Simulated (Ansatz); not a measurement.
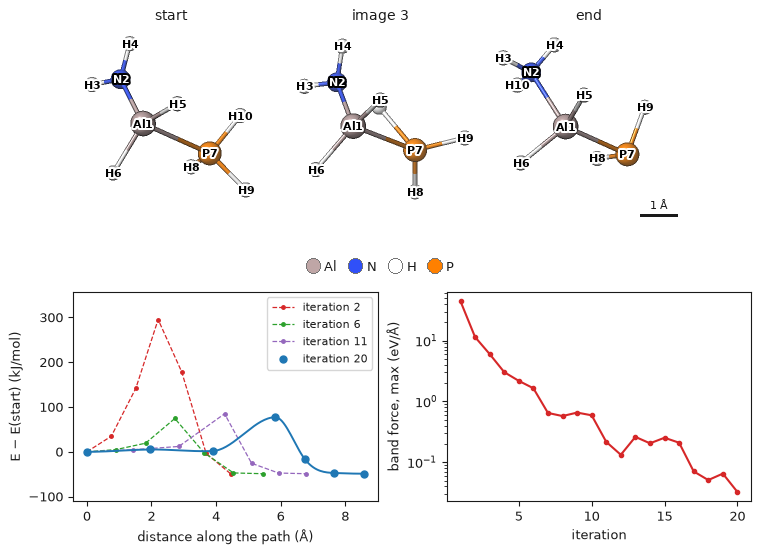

NEB run on AlPNH$_{7}$. Images are numbered from 0 (start) to 6 (end). The plot follows the band through its iterations. The picture is a ball-and-stick view, seen from a free direction.

Level of theory: RKS r2SCAN-D4/6-31G* in Ansatz 0.2.0. Settings: 5 movable images; climbing image; force threshold 0.05 eV/Å; iteration limit 60; starting path by straight interpolation.

Did the band converge, and can the barrier be trusted?

The run is converged, with reservations. The band converged in 20 iterations. The largest component of the band force went from 45 to 0.032 eV/Å. The climbing image converged on the top of the path. Its curvatures weren't checked. The straight starting path can push atoms close together and costs iterations. The first iteration put the highest image at 1124.4 kJ/mol. The energy climbs by 77.3 kJ/mol to image 3 and then falls by 126.1 kJ/mol, so the end point sits at −48.9 kJ/mol.

The run took 6 min on 1 thread of Intel(R) Xeon(R) CPU @ 2.60GHz (Ice Lake), with other jobs on the host, peak memory 0.15 GiB.
